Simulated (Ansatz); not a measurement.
**Molecular dynamics, with input and output: AlH₃ClF (part 1 of 3)**

- system: AlH₃ClF
- method: RKS r2SCAN/def2-SVP (Ansatz 0.2.0)

It belongs to a series of runs on one base structure; here: dynamics from the highest image of the converged band. Figures and captions count atoms from 1; the log counts them from 0 in places.

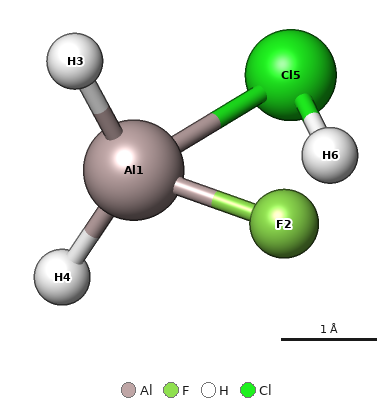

The structure as given in the input (ball-and-stick view, seen at a tilt; atoms are numbered from 1 in the order of the input). Sticks mark near contacts. Bond lengths as drawn: Al–Cl 2.43 Å, Al–F 1.80 Å, Al–H 1.58 Å and Cl–H 1.45 Å.

## Key numbers

| quantity | value |
| --- | --- |
| outcome | finished |
| mean temperature over the second half | 97 K |
| trajectory | 200 steps, 100 fs |
| ensemble | nve |
| temperature in the input | 100.0 K |
| time step | 0.5 fs |
| potential energy (last step) | −21876.2738 eV |
| mean-field energy (last step) | −21876.2738 eV |
| largest force (length of the vector) (last step) | 0.465 eV/Å |
| hardware | 1 thread of Arm Neoverse V1, 24 GiB of memory available, shared host |
| wall time | 10 min |
| peak memory | 0.11 GiB |

So short a trajectory is not equilibrated.

## The input
```yaml
crystal:
  periodic: [false, false, false]
  atoms:
    - { symbol: Al, position_ang: [0.010346, -0.163429, 0.000621] }
    - { symbol: F, position_ang: [0.014363, 0.041943, 1.785806] }
    - { symbol: H, position_ang: [1.415464, 0.152382, -0.637072] }
    - { symbol: H, position_ang: [-1.417509, 0.073613, -0.620685] }
    - { symbol: Cl, position_ang: [0.080477, -2.425116, 0.889252] }
    - { symbol: H, position_ang: [0.055659, -1.280194, 1.782278] }
basis:
  gaussian: { orbitals: def2-SVP }
hamiltonian:
  xc: r2scan
md:
  timestep: 0.5
  n_steps: 200
  ensemble: nve
  temperature: 100.0
  initial_velocities: maxwell_boltzmann
  seed: 5420
```

Launched with:
```bash
ansatz run input.yaml --threads 1 --pin off --max-ram 2048MiB --backend cpu --events-out ev --progress --plain --runs-dir out
```

## The program's output
```
Engine: ansatz 0.2.0, aarch64-unknown-linux-gnu
Functional definition: r2SCAN
  parameter k0 = 0.174
  parameter k1 = 0.065
  parameter a1 = 4.9479
  exchange = r2scan_x(k0 = k0, k1 = k1, a1 = a1)
  correlation = r2scan_c
710 factors; their error is unknown
mean field evaluation 1: about -21874.7536 eV, gradient 3.0e1 eV
mean field evaluation 2: about -21871.7056 eV, gradient 5.5e1 eV
mean field evaluation 4: about -21876.3285 eV, gradient 1.1e0 eV
mean field evaluation 8: about -21876.2905 eV, gradient 1.3e-2 eV
mean field -21876.29048742 eV, -803.9388471302 hartree, gradient 5.2e-5 eV, S^2 0.000000; 0 other end points of the search recorded, 0 dependent functions left out
the calculation of the forces begins
reference -21876.29049749 eV, -803.9388475006 hartree; 21, 21 occupied and 44, 44 virtual orbitals, 710 factors
md step     0: t =     0.00 fs  T =   100.0 K  F+E_penalty+E_count = -21876.29048742 eV  E_kin = 0.051704 eV  conserved = -21876.23878342 eV  (24 SCF iters)
these checks for a lower state are left out or cut short: starts, cluster_reference, orbital_swaps, neighbouring_geometries, increment
710 factors; their error is unknown
mean field evaluation 16: about -21876.3314 eV, gradient 2.8e-4 eV
mean field -21876.29008843 eV, -803.9388324679 hartree, gradient 7.7e-6 eV, S^2 0.000000; 0 other end points of the search recorded, 0 dependent functions left out
the calculation of the forces begins
reference -21876.29009851 eV, -803.9388328383 hartree; 21, 21 occupied and 44, 44 virtual orbitals, 710 factors
md step     1: t =     0.50 fs  T =    99.2 K  F+E_penalty+E_count = -21876.29008843 eV  E_kin = 0.051309 eV  conserved = -21876.23877905 eV  (30 SCF iters)
[... from here on the SCF iterations and repeated set-up lines of each step are left out, up to the last step ...]
md step     2: t =     1.00 fs  T =    96.4 K  F+E_penalty+E_count = -21876.28862269 eV  E_kin = 0.049855 eV  conserved = -21876.23876755 eV  (29 SCF iters)
md step     3: t =     1.50 fs  T =    91.9 K  F+E_penalty+E_count = -21876.28627045 eV  E_kin = 0.047520 eV  conserved = -21876.23875083 eV  (29 SCF iters)
md step     4: t =     2.00 fs  T =    86.2 K  F+E_penalty+E_count = -21876.28329625 eV  E_kin = 0.044565 eV  conserved = -21876.23873116 eV  (30 SCF iters)
md step     5: t =     2.50 fs  T =    79.9 K  F+E_penalty+E_count = -21876.28001300 eV  E_kin = 0.041302 eV  conserved = -21876.23871111 eV  (30 SCF iters)
md step     6: t =     3.00 fs  T =    73.6 K  F+E_penalty+E_count = -21876.27674356 eV  E_kin = 0.038051 eV  conserved = -21876.23869243 eV  (30 SCF iters)
md step     7: t =     3.50 fs  T =    67.9 K  F+E_penalty+E_count = -21876.27378708 eV  E_kin = 0.035110 eV  conserved = -21876.23867715 eV  (29 SCF iters)
md step     8: t =     4.00 fs  T =    63.3 K  F+E_penalty+E_count = -21876.27138866 eV  E_kin = 0.032722 eV  conserved = -21876.23866663 eV  (29 SCF iters)
md step     9: t =     4.50 fs  T =    60.1 K  F+E_penalty+E_count = -21876.26971737 eV  E_kin = 0.031056 eV  conserved = -21876.23866174 eV  (29 SCF iters)
md step    10: t =     5.00 fs  T =    58.4 K  F+E_penalty+E_count = -21876.26885201 eV  E_kin = 0.030189 eV  conserved = -21876.23866282 eV  (28 SCF iters)
md step    11: t =     5.50 fs  T =    58.2 K  F+E_penalty+E_count = -21876.26877568 eV  E_kin = 0.030106 eV  conserved = -21876.23866967 eV  (30 SCF iters)
md step    12: t =     6.00 fs  T =    59.4 K  F+E_penalty+E_count = -21876.26937894 eV  E_kin = 0.030697 eV  conserved = -21876.23868158 eV  (29 SCF iters)
md step    13: t =     6.50 fs  T =    61.5 K  F+E_penalty+E_count = -21876.27047167 eV  E_kin = 0.031774 eV  conserved = -21876.23869732 eV  (29 SCF iters)
md step    14: t =     7.00 fs  T =    64.0 K  F+E_penalty+E_count = -21876.27180336 eV  E_kin = 0.033088 eV  conserved = -21876.23871518 eV  (29 SCF iters)
md step    15: t =     7.50 fs  T =    66.5 K  F+E_penalty+E_count = -21876.27309094 eV  E_kin = 0.034358 eV  conserved = -21876.23873305 eV  (29 SCF iters)
md step    16: t =     8.00 fs  T =    68.3 K  F+E_penalty+E_count = -21876.27405270 eV  E_kin = 0.035304 eV  conserved = -21876.23874862 eV  (26 SCF iters)
md step    17: t =     8.50 fs  T =    69.0 K  F+E_penalty+E_count = -21876.27444527 eV  E_kin = 0.035686 eV  conserved = -21876.23875960 eV  (29 SCF iters)
md step    18: t =     9.00 fs  T =    68.3 K  F+E_penalty+E_count = -21876.27409976 eV  E_kin = 0.035336 eV  conserved = -21876.23876402 eV  (29 SCF iters)
md step    19: t =     9.50 fs  T =    66.1 K  F+E_penalty+E_count = -21876.27295212 eV  E_kin = 0.034192 eV  conserved = -21876.23876059 eV  (29 SCF iters)
md step    20: t =    10.00 fs  T =    62.5 K  F+E_penalty+E_count = -21876.27106212 eV  E_kin = 0.032313 eV  conserved = -21876.23874925 eV  (29 SCF iters)
md step    21: t =    10.50 fs  T =    57.8 K  F+E_penalty+E_count = -21876.26861519 eV  E_kin = 0.029884 eV  conserved = -21876.23873128 eV  (30 SCF iters)
md step    22: t =    11.00 fs  T =    52.6 K  F+E_penalty+E_count = -21876.26590286 eV  E_kin = 0.027194 eV  conserved = -21876.23870871 eV  (29 SCF iters)
md step    23: t =    11.50 fs  T =    47.6 K  F+E_penalty+E_count = -21876.26328434 eV  E_kin = 0.024599 eV  conserved = -21876.23868531 eV  (29 SCF iters)
md step    24: t =    12.00 fs  T =    43.4 K  F+E_penalty+E_count = -21876.26112987 eV  E_kin = 0.022465 eV  conserved = -21876.23866508 eV  (28 SCF iters)
md step    25: t =    12.50 fs  T =    40.8 K  F+E_penalty+E_count = -21876.25975837 eV  E_kin = 0.021107 eV  conserved = -21876.23865167 eV  (28 SCF iters)
md step    26: t =    13.00 fs  T =    40.1 K  F+E_penalty+E_count = -21876.25938047 eV  E_kin = 0.020733 eV  conserved = -21876.23864770 eV  (28 SCF iters)
md step    27: t =    13.50 fs  T =    41.4 K  F+E_penalty+E_count = -21876.26005893 eV  E_kin = 0.021405 eV  conserved = -21876.23865378 eV  (30 SCF iters)
md step    28: t =    14.00 fs  T =    44.5 K  F+E_penalty+E_count = -21876.26169701 eV  E_kin = 0.023028 eV  conserved = -21876.23866886 eV  (30 SCF iters)
md step    29: t =    14.50 fs  T =    49.1 K  F+E_penalty+E_count = -21876.26405540 eV  E_kin = 0.025365 eV  conserved = -21876.23869020 eV  (30 SCF iters)
md step    30: t =    15.00 fs  T =    54.3 K  F+E_penalty+E_count = -21876.26679506 eV  E_kin = 0.028081 eV  conserved = -21876.23871404 eV  (29 SCF iters)
md step    31: t =    15.50 fs  T =    59.6 K  F+E_penalty+E_count = -21876.26953552 eV  E_kin = 0.030799 eV  conserved = -21876.23873649 eV  (29 SCF iters)
md step    32: t =    16.00 fs  T =    64.1 K  F+E_penalty+E_count = -21876.27191597 eV  E_kin = 0.033162 eV  conserved = -21876.23875399 eV  (29 SCF iters)
md step    33: t =    16.50 fs  T =    67.5 K  F+E_penalty+E_count = -21876.27364879 eV  E_kin = 0.034884 eV  conserved = -21876.23876474 eV  (29 SCF iters)
md step    34: t =    17.00 fs  T =    69.2 K  F+E_penalty+E_count = -21876.27455415 eV  E_kin = 0.035787 eV  conserved = -21876.23876763 eV  (24 SCF iters)
md step    35: t =    17.50 fs  T =    69.3 K  F+E_penalty+E_count = -21876.27457669 eV  E_kin = 0.035814 eV  conserved = -21876.23876293 eV  (29 SCF iters)
md step    36: t =    18.00 fs  T =    67.8 K  F+E_penalty+E_count = -21876.27378197 eV  E_kin = 0.035030 eV  conserved = -21876.23875188 eV  (30 SCF iters)
md step    37: t =    18.50 fs  T =    65.0 K  F+E_penalty+E_count = -21876.27233809 eV  E_kin = 0.033602 eV  conserved = -21876.23873627 eV  (29 SCF iters)
md step    38: t =    19.00 fs  T =    61.4 K  F+E_penalty+E_count = -21876.27048720 eV  E_kin = 0.031769 eV  conserved = -21876.23871826 eV  (29 SCF iters)
md step    39: t =    19.50 fs  T =    57.7 K  F+E_penalty+E_count = -21876.26851169 eV  E_kin = 0.029812 eV  conserved = -21876.23870000 eV  (29 SCF iters)
md step    40: t =    20.00 fs  T =    54.2 K  F+E_penalty+E_count = -21876.26669973 eV  E_kin = 0.028016 eV  conserved = -21876.23868348 eV  (29 SCF iters)
md step    41: t =    20.50 fs  T =    51.5 K  F+E_penalty+E_count = -21876.26531337 eV  E_kin = 0.026643 eV  conserved = -21876.23867033 eV  (29 SCF iters)
md step    42: t =    21.00 fs  T =    50.1 K  F+E_penalty+E_count = -21876.26456153 eV  E_kin = 0.025900 eV  conserved = -21876.23866184 eV  (22 SCF iters)
md step    43: t =    21.50 fs  T =    50.1 K  F+E_penalty+E_count = -21876.26457927 eV  E_kin = 0.025920 eV  conserved = -21876.23865883 eV  (22 SCF iters)
md step    44: t =    22.00 fs  T =    51.7 K  F+E_penalty+E_count = -21876.26541416 eV  E_kin = 0.026752 eV  conserved = -21876.23866167 eV  (22 SCF iters)
md step    45: t =    22.50 fs  T =    54.8 K  F+E_penalty+E_count = -21876.26702070 eV  E_kin = 0.028351 eV  conserved = -21876.23867017 eV  (23 SCF iters)
md step    46: t =    23.00 fs  T =    59.1 K  F+E_penalty+E_count = -21876.26926324 eV  E_kin = 0.030580 eV  conserved = -21876.23868361 eV  (23 SCF iters)
md step    47: t =    23.50 fs  T =    64.3 K  F+E_penalty+E_count = -21876.27192820 eV  E_kin = 0.033228 eV  conserved = -21876.23870068 eV  (23 SCF iters)
md step    48: t =    24.00 fs  T =    69.7 K  F+E_penalty+E_count = -21876.27474543 eV  E_kin = 0.036026 eV  conserved = -21876.23871953 eV  (22 SCF iters)
md step    49: t =    24.50 fs  T =    74.8 K  F+E_penalty+E_count = -21876.27741827 eV  E_kin = 0.038680 eV  conserved = -21876.23873799 eV  (22 SCF iters)
md step    50: t =    25.00 fs  T =    79.1 K  F+E_penalty+E_count = -21876.27965946 eV  E_kin = 0.040906 eV  conserved = -21876.23875341 eV  (23 SCF iters)
md step    51: t =    25.50 fs  T =    82.1 K  F+E_penalty+E_count = -21876.28123099 eV  E_kin = 0.042467 eV  conserved = -21876.23876367 eV  (22 SCF iters)
md step    52: t =    26.00 fs  T =    83.6 K  F+E_penalty+E_count = -21876.28198008 eV  E_kin = 0.043214 eV  conserved = -21876.23876644 eV  (23 SCF iters)
md step    53: t =    26.50 fs  T =    83.4 K  F+E_penalty+E_count = -21876.28187000 eV  E_kin = 0.043109 eV  conserved = -21876.23876100 eV  (23 SCF iters)
md step    54: t =    27.00 fs  T =    81.7 K  F+E_penalty+E_count = -21876.28099469 eV  E_kin = 0.042247 eV  conserved = -21876.23874750 eV  (25 SCF iters)
md step    55: t =    27.50 fs  T =    79.0 K  F+E_penalty+E_count = -21876.27957582 eV  E_kin = 0.040848 eV  conserved = -21876.23872762 eV  (22 SCF iters)
md step    56: t =    28.00 fs  T =    75.9 K  F+E_penalty+E_count = -21876.27793673 eV  E_kin = 0.039233 eV  conserved = -21876.23870380 eV  (22 SCF iters)
md step    57: t =    28.50 fs  T =    73.1 K  F+E_penalty+E_count = -21876.27645814 eV  E_kin = 0.037778 eV  conserved = -21876.23868006 eV  (21 SCF iters)
md step    58: t =    29.00 fs  T =    71.3 K  F+E_penalty+E_count = -21876.27551708 eV  E_kin = 0.036857 eV  conserved = -21876.23866053 eV  (22 SCF iters)
md step    59: t =    29.50 fs  T =    71.1 K  F+E_penalty+E_count = -21876.27542273 eV  E_kin = 0.036774 eV  conserved = -21876.23864877 eV  (22 SCF iters)
md step    60: t =    30.00 fs  T =    72.9 K  F+E_penalty+E_count = -21876.27636066 eV  E_kin = 0.037714 eV  conserved = -21876.23864712 eV  (22 SCF iters)
md step    61: t =    30.50 fs  T =    76.8 K  F+E_penalty+E_count = -21876.27835771 eV  E_kin = 0.039702 eV  conserved = -21876.23865582 eV  (22 SCF iters)
md step    62: t =    31.00 fs  T =    82.4 K  F+E_penalty+E_count = -21876.28127643 eV  E_kin = 0.042603 eV  conserved = -21876.23867336 eV  (23 SCF iters)
md step    63: t =    31.50 fs  T =    89.2 K  F+E_penalty+E_count = -21876.28483902 eV  E_kin = 0.046142 eV  conserved = -21876.23869660 eV  (22 SCF iters)
md step    64: t =    32.00 fs  T =    96.6 K  F+E_penalty+E_count = -21876.28867636 eV  E_kin = 0.049955 eV  conserved = -21876.23872153 eV  (22 SCF iters)
md step    65: t =    32.50 fs  T =   103.8 K  F+E_penalty+E_count = -21876.29239057 eV  E_kin = 0.053646 eV  conserved = -21876.23874413 eV  (22 SCF iters)
md step    66: t =    33.00 fs  T =   110.0 K  F+E_penalty+E_count = -21876.29561790 eV  E_kin = 0.056857 eV  conserved = -21876.23876083 eV  (29 SCF iters)
md step    67: t =    33.50 fs  T =   114.7 K  F+E_penalty+E_count = -21876.29808220 eV  E_kin = 0.059312 eV  conserved = -21876.23877019 eV  (30 SCF iters)
md step    68: t =    34.00 fs  T =   117.7 K  F+E_penalty+E_count = -21876.29962665 eV  E_kin = 0.060856 eV  conserved = -21876.23877107 eV  (30 SCF iters)
md step    69: t =    34.50 fs  T =   118.9 K  F+E_penalty+E_count = -21876.30022773 eV  E_kin = 0.061464 eV  conserved = -21876.23876417 eV  (29 SCF iters)
md step    70: t =    35.00 fs  T =   118.4 K  F+E_penalty+E_count = -21876.29998613 eV  E_kin = 0.061235 eV  conserved = -21876.23875102 eV  (29 SCF iters)
md step    71: t =    35.50 fs  T =   116.8 K  F+E_penalty+E_count = -21876.29910281 eV  E_kin = 0.060369 eV  conserved = -21876.23873385 eV  (29 SCF iters)
md step    72: t =    36.00 fs  T =   114.4 K  F+E_penalty+E_count = -21876.29784441 eV  E_kin = 0.059129 eV  conserved = -21876.23871512 eV  (22 SCF iters)
md step    73: t =    36.50 fs  T =   111.8 K  F+E_penalty+E_count = -21876.29650443 eV  E_kin = 0.057807 eV  conserved = -21876.23869720 eV  (22 SCF iters)
md step    74: t =    37.00 fs  T =   109.6 K  F+E_penalty+E_count = -21876.29536516 eV  E_kin = 0.056683 eV  conserved = -21876.23868218 eV  (22 SCF iters)
md step    75: t =    37.50 fs  T =   108.3 K  F+E_penalty+E_count = -21876.29466450 eV  E_kin = 0.055993 eV  conserved = -21876.23867160 eV  (25 SCF iters)
md step    76: t =    38.00 fs  T =   108.1 K  F+E_penalty+E_count = -21876.29457062 eV  E_kin = 0.055904 eV  conserved = -21876.23866644 eV  (23 SCF iters)
md step    77: t =    38.50 fs  T =   109.3 K  F+E_penalty+E_count = -21876.29516588 eV  E_kin = 0.056499 eV  conserved = -21876.23866708 eV  (22 SCF iters)
md step    78: t =    39.00 fs  T =   111.7 K  F+E_penalty+E_count = -21876.29644034 eV  E_kin = 0.057767 eV  conserved = -21876.23867334 eV  (22 SCF iters)
md step    79: t =    39.50 fs  T =   115.3 K  F+E_penalty+E_count = -21876.29829447 eV  E_kin = 0.059610 eV  conserved = -21876.23868453 eV  (23 SCF iters)
md step    80: t =    40.00 fs  T =   119.6 K  F+E_penalty+E_count = -21876.30055056 eV  E_kin = 0.061851 eV  conserved = -21876.23869946 eV  (23 SCF iters)
md step    81: t =    40.50 fs  T =   124.3 K  F+E_penalty+E_count = -21876.30297195 eV  E_kin = 0.064255 eV  conserved = -21876.23871681 eV  (22 SCF iters)
md step    82: t =    41.00 fs  T =   128.7 K  F+E_penalty+E_count = -21876.30528770 eV  E_kin = 0.066553 eV  conserved = -21876.23873422 eV  (23 SCF iters)
md step    83: t =    41.50 fs  T =   132.4 K  F+E_penalty+E_count = -21876.30722452 eV  E_kin = 0.068475 eV  conserved = -21876.23874982 eV  (22 SCF iters)
md step    84: t =    42.00 fs  T =   135.0 K  F+E_penalty+E_count = -21876.30853932 eV  E_kin = 0.069778 eV  conserved = -21876.23876154 eV  (28 SCF iters)
md step    85: t =    42.50 fs  T =   135.9 K  F+E_penalty+E_count = -21876.30905258 eV  E_kin = 0.070285 eV  conserved = -21876.23876751 eV  (29 SCF iters)
md step    86: t =    43.00 fs  T =   135.2 K  F+E_penalty+E_count = -21876.30867745 eV  E_kin = 0.069911 eV  conserved = -21876.23876639 eV  (30 SCF iters)
md step    87: t =    43.50 fs  T =   132.8 K  F+E_penalty+E_count = -21876.30744000 eV  E_kin = 0.068682 eV  conserved = -21876.23875761 eV  (29 SCF iters)
md step    88: t =    44.00 fs  T =   129.1 K  F+E_penalty+E_count = -21876.30548638 eV  E_kin = 0.066744 eV  conserved = -21876.23874215 eV  (29 SCF iters)
md step    89: t =    44.50 fs  T =   124.5 K  F+E_penalty+E_count = -21876.30307061 eV  E_kin = 0.064349 eV  conserved = -21876.23872139 eV  (22 SCF iters)
md step    90: t =    45.00 fs  T =   119.6 K  F+E_penalty+E_count = -21876.30052595 eV  E_kin = 0.061827 eV  conserved = -21876.23869848 eV  (22 SCF iters)
md step    91: t =    45.50 fs  T =   115.2 K  F+E_penalty+E_count = -21876.29821703 eV  E_kin = 0.059540 eV  conserved = -21876.23867710 eV  (23 SCF iters)
md step    92: t =    46.00 fs  T =   111.8 K  F+E_penalty+E_count = -21876.29648252 eV  E_kin = 0.057822 eV  conserved = -21876.23866094 eV  (23 SCF iters)
md step    93: t =    46.50 fs  T =   110.1 K  F+E_penalty+E_count = -21876.29557769 eV  E_kin = 0.056925 eV  conserved = -21876.23865289 eV  (23 SCF iters)
md step    94: t =    47.00 fs  T =   110.2 K  F+E_penalty+E_count = -21876.29562942 eV  E_kin = 0.056975 eV  conserved = -21876.23865441 eV  (23 SCF iters)
md step    95: t =    47.50 fs  T =   112.1 K  F+E_penalty+E_count = -21876.29661379 eV  E_kin = 0.057949 eV  conserved = -21876.23866513 eV  (23 SCF iters)
md step    96: t =    48.00 fs  T =   115.4 K  F+E_penalty+E_count = -21876.29836179 eV  E_kin = 0.059679 eV  conserved = -21876.23868294 eV  (26 SCF iters)
md step    97: t =    48.50 fs  T =   119.7 K  F+E_penalty+E_count = -21876.30059192 eV  E_kin = 0.061887 eV  conserved = -21876.23870452 eV  (29 SCF iters)
md step    98: t =    49.00 fs  T =   124.2 K  F+E_penalty+E_count = -21876.30296203 eV  E_kin = 0.064236 eV  conserved = -21876.23872618 eV  (29 SCF iters)
md step    99: t =    49.50 fs  T =   128.4 K  F+E_penalty+E_count = -21876.30512790 eV  E_kin = 0.066384 eV  conserved = -21876.23874398 eV  (29 SCF iters)
md step   100: t =    50.00 fs  T =   131.6 K  F+E_penalty+E_count = -21876.30679935 eV  E_kin = 0.068043 eV  conserved = -21876.23875599 eV  (29 SCF iters)
md step   101: t =    50.50 fs  T =   133.5 K  F+E_penalty+E_count = -21876.30777822 eV  E_kin = 0.069017 eV  conserved = -21876.23876084 eV  (28 SCF iters)
md step   102: t =    51.00 fs  T =   133.9 K  F+E_penalty+E_count = -21876.30797918 eV  E_kin = 0.069221 eV  conserved = -21876.23875849 eV  (28 SCF iters)
md step   103: t =    51.50 fs  T =   132.8 K  F+E_penalty+E_count = -21876.30743003 eV  E_kin = 0.068680 eV  conserved = -21876.23875014 eV  (29 SCF iters)
```
